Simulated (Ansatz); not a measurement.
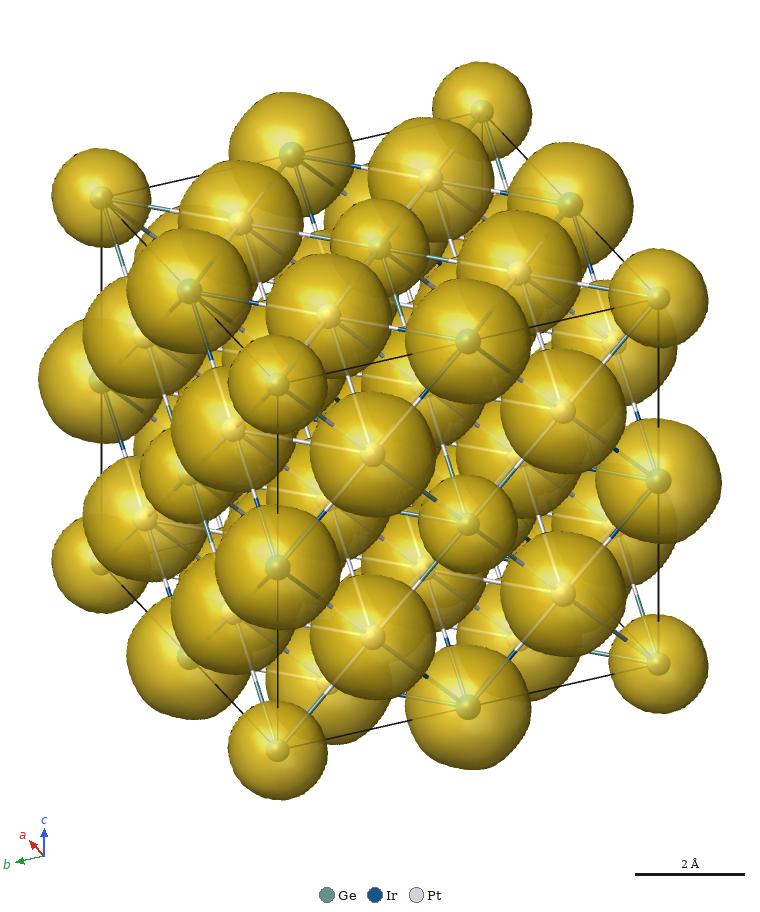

Figure. GeIrPt6. Isosurface of the valence pseudo-density at 0.5 e/Å³ (yellow), seen at an oblique angle. Sticks mark near contacts.

Space group Fm-3m; a generated structure, not necessarily the stable one; changed on purpose from its base cell (volume × 0.94); computed pressure about 17 GPa in this cell; computed without spin polarisation.

Computed with Ansatz 0.2.0, DFT PBE, scalar-relativistic, plane waves, PAW.

```xyz
32
Lattice="7.7496 0.0000 0.0000 0.0000 7.7496 0.0000 0.0000 0.0000 7.7496" Properties=species:S:1:pos:R:3 pbc="T T T"
Ge    0.0000    0.0000    0.0000
Ge    3.8748    3.8748    0.0000
Ge    3.8748    0.0000    3.8748
Ge    0.0000    3.8748    3.8748
Ir    3.8748    0.0000    0.0000
Ir    0.0000    3.8748    0.0000
Ir    0.0000    0.0000    3.8748
Ir    3.8748    3.8748    3.8748
Pt    0.0000    1.9374    1.9374
Pt    3.8748    5.8122    1.9374
Pt    3.8748    1.9374    5.8122
Pt    0.0000    5.8122    5.8122
Pt    1.9374    0.0000    1.9374
Pt    5.8122    3.8748    1.9374
Pt    5.8122    0.0000    5.8122
Pt    1.9374    3.8748    5.8122
Pt    1.9374    1.9374    0.0000
Pt    5.8122    5.8122    0.0000
Pt    5.8122    1.9374    3.8748
Pt    1.9374    5.8122    3.8748
Pt    5.8122    1.9374    0.0000
Pt    1.9374    5.8122    0.0000
Pt    1.9374    1.9374    3.8748
Pt    5.8122    5.8122    3.8748
Pt    3.8748    1.9374    1.9374
Pt    0.0000    5.8122    1.9374
Pt    0.0000    1.9374    5.8122
Pt    3.8748    5.8122    5.8122
Pt    5.8122    0.0000    1.9374
Pt    1.9374    3.8748    1.9374
Pt    1.9374    0.0000    5.8122
Pt    5.8122    3.8748    5.8122
```

Question: Which contacts does the surface bridge?

Answer: At this value the density breaks into separate islands; it holds about 85 % of the electrons treated as valence (semicore included). It bridges none of the near contacts. It is pinched off along the shortest Ge–Pt (2.74 Å), Ir–Pt (2.74 Å) and Pt–Pt (2.74 Å) contacts. On the grid the lowest density along these lines, outside the cores, is 0.3 e/Å³ (Ge–Pt, 2.74 Å), 0.42 e/Å³ (Ir–Pt, 2.74 Å) and 0.41 e/Å³ (Pt–Pt, 2.74 Å).
